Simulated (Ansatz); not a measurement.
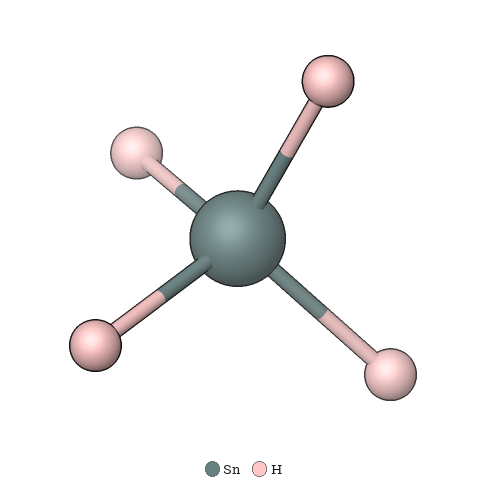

Distant atoms are faded towards the background colour. Computed geometry: PBE0-D4/def2-TZVP optimisation.

Which symmetry elements does this geometry have?

It has 4 C3 axes, 3 C2 axes, 3 S4 axes and 6 mirror planes, so the point group is Td. The group has 24 operations. The geometry is achiral, and symmetry forbids a dipole moment.
